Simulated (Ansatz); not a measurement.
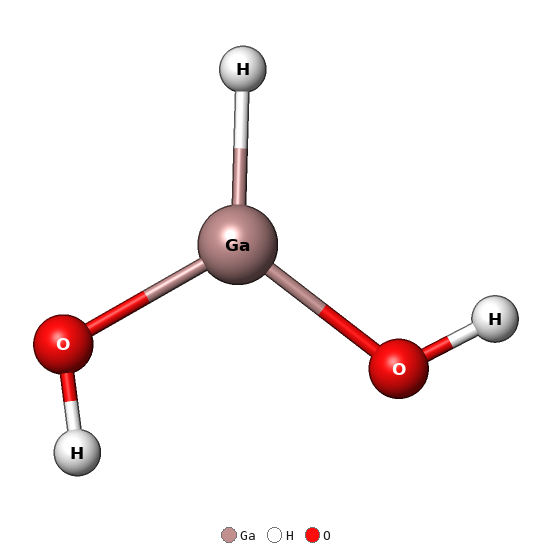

Harmonic vibrations computed with RKS PBE0-D4/def2-TZVP (Ansatz 0.2.0) at a stationary point of the same level.

### How many imaginary frequencies does it have?

A minimum: no imaginary frequency, and the lowest mode lies at 190 cm⁻¹.

### How many vibrational modes are there, and where do they lie?

12 modes: 190, 349, 387, 504, 573, 691, 718, 823, 860, 2054, 3892, 3911 cm⁻¹.
